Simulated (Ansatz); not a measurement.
A series of calculations on Si2NH9

## 1. Relaxation

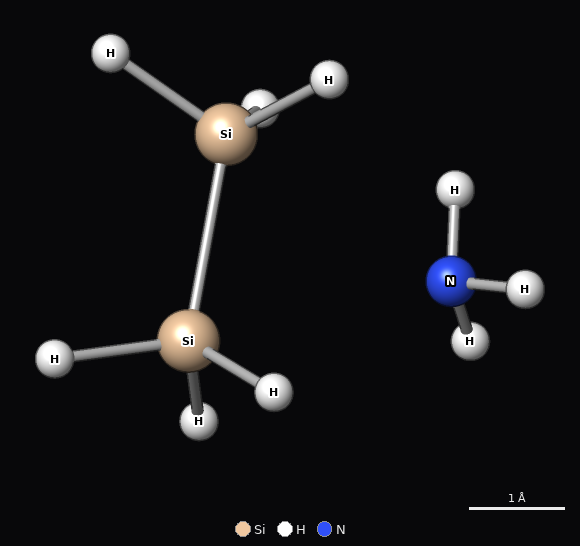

Starting structure of Si2NH9. A ball-and-stick model, seen at a tilt.

The run prepares an end point of a later path (reaction) calculation, from a guessed geometry.

All numbers below come from RKS PBE/6-31G* in Ansatz.

The input:
```yaml
crystal:
  periodic: [false, false, false]
  atoms:
    - { symbol: Si, position_ang: [0.372141, -0.079119, 0.061024] }
    - { symbol: Si, position_ang: [0.175087, -0.122384, 2.308089] }
    - { symbol: H, position_ang: [-0.685996, -1.25141, 2.81182] }
    - { symbol: H, position_ang: [1.511958, -0.324929, 2.982655] }
    - { symbol: H, position_ang: [-0.370437, 1.161179, 2.872928] }
    - { symbol: H, position_ang: [1.819956, -0.227419, -0.346354] }
    - { symbol: H, position_ang: [-0.095938, 1.219391, -0.526058] }
    - { symbol: H, position_ang: [-0.355239, -1.217844, -0.594822] }
    - { symbol: "N", position_ang: [-2.441593, 0.212758, 1.11281] }
    - { symbol: H, position_ang: [-3.035864, -0.46275, 0.618541] }
    - { symbol: H, position_ang: [-2.893164, 1.130949, 1.021254] }
    - { symbol: H, position_ang: [-2.486312, -0.038422, 2.122212] }
basis:
  gaussian: { orbitals: "6-31G*" }
hamiltonian:
  xc: pbe
relax:
  f_tol: 0.03
  max_steps: 50
output:
  orbitals: {}
```

Run as
```bash
ansatz run input.yaml --threads 1 --pin off --max-ram 2048MiB --backend cpu --events-out ev --progress --plain --runs-dir out
```

Where does the relaxation end?

Over 7 accepted moves (8 points after the start) the energy falls by 11.2 kJ/mol. Largest force component: 1.2 eV/Å at the start, 0.0016 eV/Å at the end. The line search rejected the trial step at point 3 of the run. The atom that moves furthest after the best rigid fit is H12 (0.46 Å). By element the largest moves are H 0.46 Å, Si 0.13 Å, N 0.07 Å. Some distances before and after: Si1–Si2 2.256 → 2.343 Å, N9–H12 1.041 → 1.026 Å, Si2–H3 1.507 → 1.502 Å. The run took 22 s on 1 thread of Arm Neoverse V2, on a shared host, peak memory 0.12 GiB.

Step by step:

```json
{"step": "0", "E − E(0), kJ/mol": "0.00", "largest force component, eV/Å": "1.1550", "note": ""}
{"step": "1", "E − E(0), kJ/mol": "-7.86", "largest force component, eV/Å": "0.6678", "note": ""}
{"step": "2", "E − E(0), kJ/mol": "-9.18", "largest force component, eV/Å": "0.5225", "note": ""}
{"step": "3", "E − E(0), kJ/mol": "-7.69", "largest force component, eV/Å": "1.1509", "note": "rejected"}
{"step": "4", "E − E(0), kJ/mol": "-10.75", "largest force component, eV/Å": "0.1311", "note": ""}
{"step": "5", "E − E(0), kJ/mol": "-11.08", "largest force component, eV/Å": "0.0218", "note": ""}
{"step": "6", "E − E(0), kJ/mol": "-11.13", "largest force component, eV/Å": "0.0351", "note": ""}
{"step": "7", "E − E(0), kJ/mol": "-11.14", "largest force component, eV/Å": "0.0404", "note": ""}
{"step": "8", "E − E(0), kJ/mol": "-11.16", "largest force component, eV/Å": "0.0016", "note": ""}
```

Final geometry:

```xyz
12

Si    0.3479   -0.0853    0.0594
Si    0.2602   -0.1384    2.4002
H    -0.5399   -1.3041    2.9073
H     1.6398   -0.2865    2.9961
H    -0.3070    1.1302    2.9703
H     1.7635   -0.2069   -0.4491
H    -0.1863    1.2070   -0.4907
H    -0.4175   -1.2223   -0.5560
N    -2.4694    0.1891    1.1678
H    -2.9083   -0.4317    0.4783
H    -2.7281    1.1453    0.8997
H    -2.9405    0.0036    2.0607
```

After the run, drawn alike:

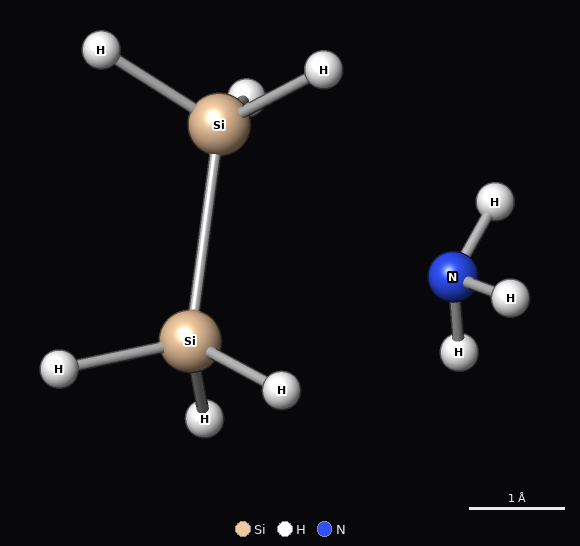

Limits of the set-up: the start holds two separate molecules, 2.3 Å apart at their closest, whose relative position is a soft coordinate and is computed without a dispersion correction.

## 2. Relaxation

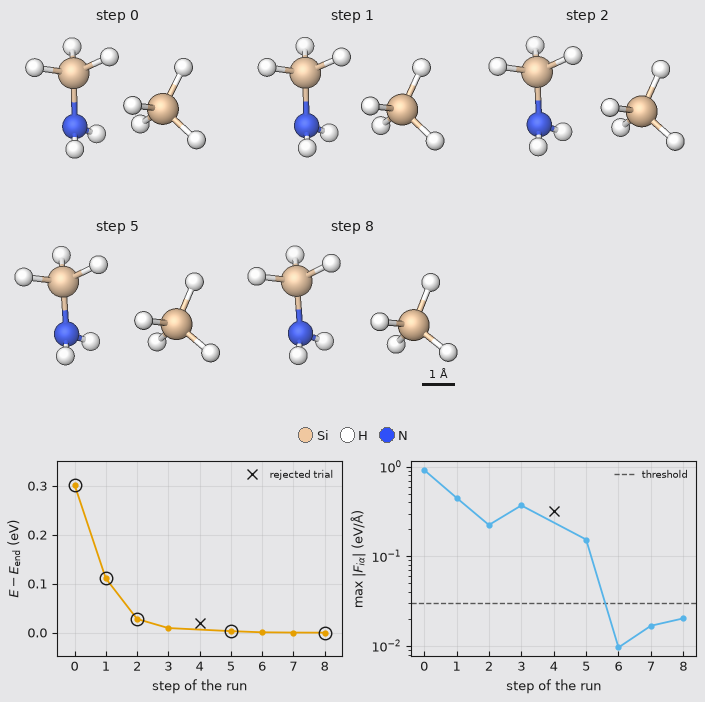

Frames of a relaxation of Si2NH9, marked on the history of the run. Style: ball-and-stick. Shown at a tilt.

The run prepares an end point of a later path (reaction) calculation, from a guessed geometry.

Level of theory: RKS PBE/6-31G* (Ansatz 0.2.0). (no spin polarisation; force threshold 0.03 eV/Å; at most 50 steps)

### What happens along the run?

An H atom moves most after the best rigid fit: 0.76 Å. Largest moves by element: H 0.76 Å, Si 0.59 Å, N 0.36 Å. Some distances before and after: Si–Si 3.436 → 4.469 Å, N–Si 1.789 → 1.750 Å, H–Si 1.476 → 1.499 Å, H–Si 1.507 → 1.500 Å. After 7 accepted moves (8 points after the start) the energy has fallen by 0.302 eV. Largest force component: 0.92 eV/Å at the start, 0.02 eV/Å at the end. The line search rejected the trial step at point 4 of the run. From step 0 to 1: an H atom moves most (0.19 Å), energy −0.191 eV. From step 1 to 2: an H atom moves most (0.20 Å), energy −0.083 eV. From step 2 to 5: an H atom moves most (0.24 Å), energy −0.025 eV. From step 5 to 8: an H atom moves most (0.15 Å), energy −0.003 eV.

```json
{"step": "0", "E − E(0), eV": "0.0000", "largest force component, eV/Å": "0.9194", "note": ""}
{"step": "1", "E − E(0), eV": "-0.1913", "largest force component, eV/Å": "0.4499", "note": ""}
{"step": "2", "E − E(0), eV": "-0.2743", "largest force component, eV/Å": "0.2236", "note": ""}
{"step": "3", "E − E(0), eV": "-0.2928", "largest force component, eV/Å": "0.3694", "note": ""}
{"step": "4", "E − E(0), eV": "-0.2827", "largest force component, eV/Å": "0.3207", "note": "rejected"}
{"step": "5", "E − E(0), eV": "-0.2991", "largest force component, eV/Å": "0.1538", "note": ""}
{"step": "6", "E − E(0), eV": "-0.3015", "largest force component, eV/Å": "0.0096", "note": ""}
{"step": "7", "E − E(0), eV": "-0.3020", "largest force component, eV/Å": "0.0168", "note": ""}
{"step": "8", "E − E(0), eV": "-0.3022", "largest force component, eV/Å": "0.0203", "note": ""}
```

## 3. Path

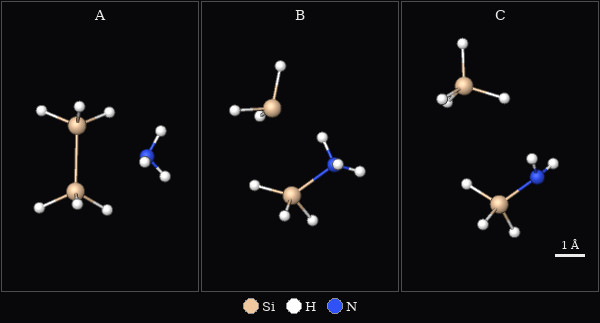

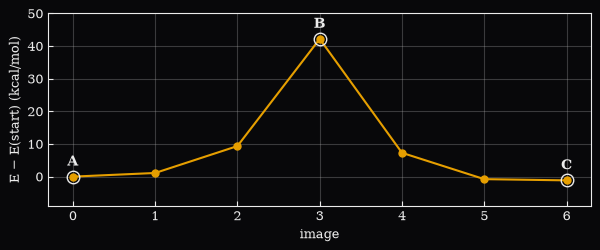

NEB run on Si2NH9, made up at the start of Si$_{2}$H$_{6}$ and NH$_{3}$. Images are numbered from 0 (start) to 6 (end). Frames A to C are images 0, 3, 6. A ball-and-stick model, seen at a tilt.

These are results of Ansatz 0.2.0, RKS PBE/6-31G*, not measurements. Run with 5 movable images; climbing image; force threshold 0.05 eV/Å; iteration limit 60; starting path through a guess of the saddle point.

**Read off the barrier and say what moves.**

Breaking: H–N (1.03 → 3.32 Å), Si–Si (2.34 → 4.47 Å). Forming: N–Si (3.04 → 1.75 Å), H–Si (3.22 → 1.50 Å). The energy climbs by 42.2 kcal/mol to image 3 and then falls by 43.4 kcal/mol, so the end point sits at −1.1 kcal/mol. The band converged in 19 iterations. The largest component of the band force went from 8.9 to 0.029 eV/Å. The climbing image converged on the top of the path. Its vibrational analysis gives 2 imaginary modes over 30i cm⁻¹, so it isn't confirmed as a transition state.

Limits of the set-up: the start holds two separate molecules, 2.8 Å apart at their closest, whose relative position is a soft coordinate and is computed without a dispersion correction.

Cost: 3.6 min on 1 thread of Arm Neoverse V2, with other jobs on the host, peak memory 0.11 GiB.
